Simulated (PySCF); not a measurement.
Molecule: Si(F)(H)2(nPr), SMILES CCC[SiH2]F (C₃H₉FSi), singlet. Atoms near the plane z = 0.0 Å, at the PBE0/def2-SVP optimised geometry (x, y, z in Å): Si1 (0.2, -1.3, 0.0), C3 (-0.6, 0.4, 0.0), H6 (1.6, -1.3, 0.0), H8 (-1.6, 0.3, 0.3), H9 (-0.1, 1.0, 0.8), H14 (1.4, 2.0, -1.1).

Computed with PBE0/def2-TZVP run with PySCF. Cells within 0.4 Å of a nucleus heavier than hydrogen are left out (blank, or x). The values are rescaled to run from 0 to 1.

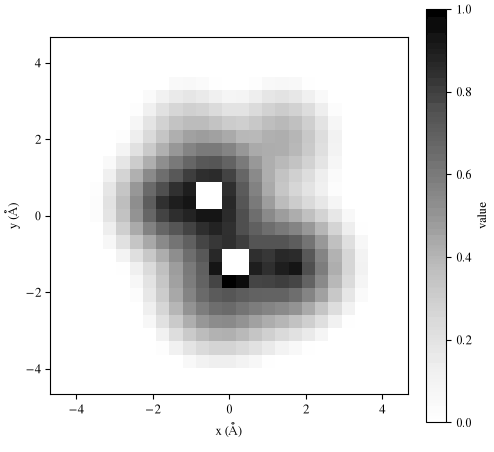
Figure. a field on the plane z = 0.0 Å.

Task: Which quantity is mapped?
(A) electron localisation function
(B) electrostatic potential
(C) log10 of the electron density
(D) Laplacian of the electron density

Result: C, log10 of the electron density. In full: log10 of the electron density (e/bohr³), floored at −4.
